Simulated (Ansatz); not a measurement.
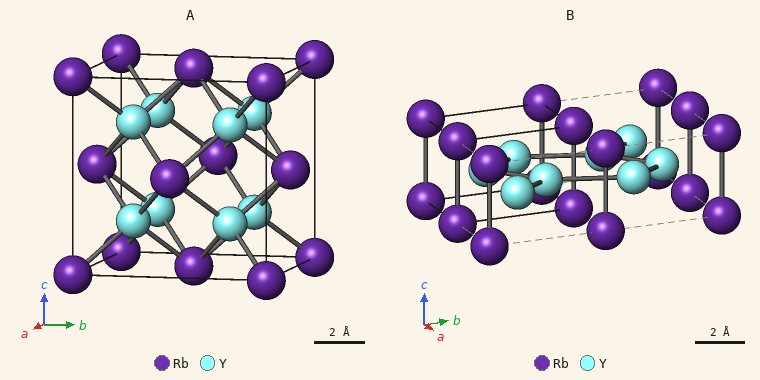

Two structures of RbY2, each relaxed to rest (conventional cells in solid outline, small ones repeated, not to one scale). Method: DFT PBE, scalar-relativistic, plane waves, PAW in Ansatz, without spin polarisation.

Question: Characterise the two forms.

Answer: A: fluorite (CaF₂ type), Fm-3m. B: AlB₂ type, P6/mmm.

Question: Which structure wins energetically, and by what margin?

Answer: B is lower, by 643 meV/atom at this level of theory (energies at zero smearing). Volumes: A 44.4, B 41.3 Å³/atom.

One or both may be structure types tried for this composition rather than known phases.
